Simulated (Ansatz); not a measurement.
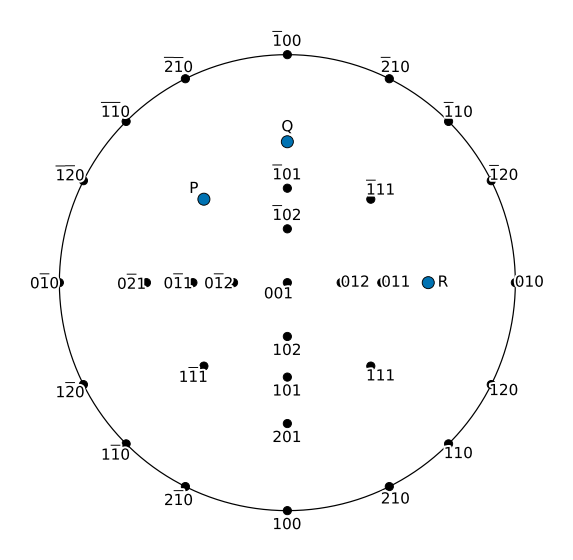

For Cu, the input geometry of an electronic-structure calculation (not necessarily at equilibrium): stereographic projection of plane normals (upper hemisphere) centred on (0 0 1). Symmetry computed with spglib at a tolerance of 0.002 Å; standard conventional cell.

a = 3.610 Å, b = 3.610 Å, c = 3.610 Å, α = 90.00°, β = 90.00°, γ = 90.00°.

**Index the poles marked P, Q, R.**

P is (−1 −1 1), 54.7° from the centre; Q is (−2 0 1), 63.4° from the centre; R is (0 2 1), 63.4° from the centre.

**What is the angle between the normals of (1 −1 0) and (1 −1 1), and what are their d_hkl = 1/|g|?**

35.3°; d = 2.553 Å and 2.084 Å.
